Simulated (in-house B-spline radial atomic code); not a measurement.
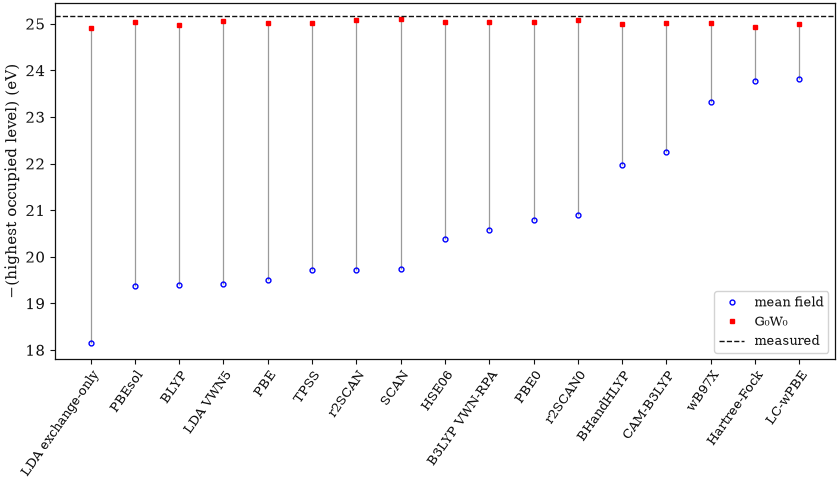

Binding energy of the highest level (2s) of B⁺ ([He] 2s²) on 17 mean-field starts and after G₀W₀. All-electron spherical atom, non-relativistic, no spin-orbit coupling, Breit or QED terms; computed with a B-spline radial code.

**How much does the result depend on the start?**

The mean-field values spread from 18.15 eV (LDA exchange-only) to 23.81 eV (LC-wPBE); after G₀W₀ they lie between 24.91 eV (LDA exchange-only) and 25.09 eV (SCAN), so the spread shrinks from 5.66 to 0.18 eV. The measured removal energy is 25.15 eV; the nearest G₀W₀ value is that on SCAN (25.09 eV).

| Start | Mean field (eV) | G₀W₀ (eV) | RPA correlation (hartree) |
| --- | --- | --- | --- |
| LDA exchange-only | 18.15 | 24.91 | −0.207 |
| PBEsol | 19.37 | 25.03 | −0.207 |
| BLYP | 19.40 | 24.97 | −0.208 |
| LDA VWN5 | 19.41 | 25.05 | −0.208 |
| PBE | 19.51 | 25.01 | −0.207 |
| TPSS | 19.72 | 25.02 | −0.202 |
| r2SCAN | 19.73 | 25.09 | −0.200 |
| SCAN | 19.74 | 25.09 | −0.200 |
| HSE06 | 20.38 | 25.03 | −0.191 |
| B3LYP VWN-RPA | 20.58 | 25.03 | −0.190 |
| PBE0 | 20.79 | 25.04 | −0.186 |
| r2SCAN0 | 20.90 | 25.07 | −0.183 |
| BHandHLYP | 21.96 | 25.00 | −0.172 |
| CAM-B3LYP | 22.25 | 25.02 | −0.174 |
| wB97X | 23.31 | 25.02 | −0.165 |
| Hartree-Fock | 23.78 | 24.93 | −0.151 |
| LC-wPBE | 23.81 | 25.00 | −0.165 |
